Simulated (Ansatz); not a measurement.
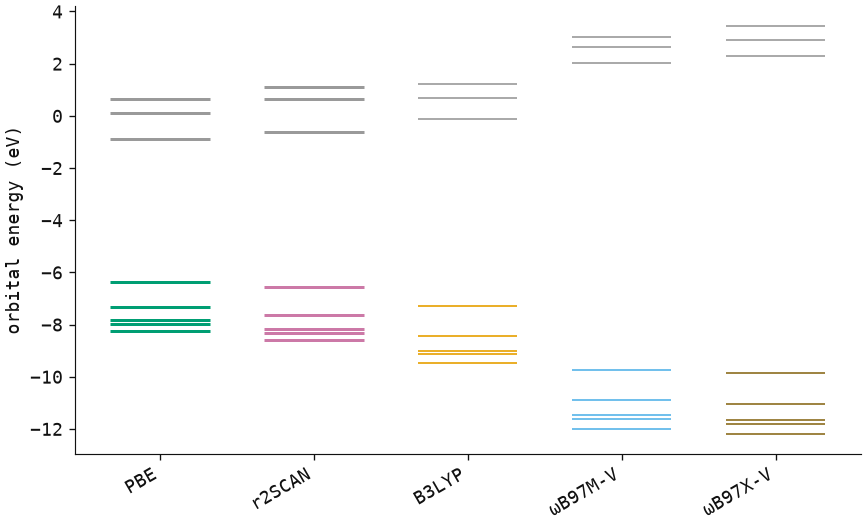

Frontier orbital energies of C₄H₁₀Si, SMILES C=CCC[SiH3] at one geometry, def2-TZVPP, the Ansatz code, at a PBE0-D4/def2-TZVP geometry (no frequency check). Empty levels are grey, levels within 0.1 eV stand side by side; all columns show the same few orbitals around the gap.

Q: Compare the HOMO-LUMO separations.

A: The separation grows from 5.51 eV (PBE) to 12.12 eV (ωB97X-V).

```tsv
level	HOMO (eV)	LUMO (eV)	separation (eV)
PBE	−6.38	−0.88	5.51
r2SCAN	−6.58	−0.62	5.96
B3LYP	−7.27	−0.11	7.17
ωB97M-V	−9.75	2.02	11.77
ωB97X-V	−9.84	2.28	12.12
```

Caveats, for all or some of the runs: empty levels above zero depend strongly on the basis; one conformer of a flexible molecule.
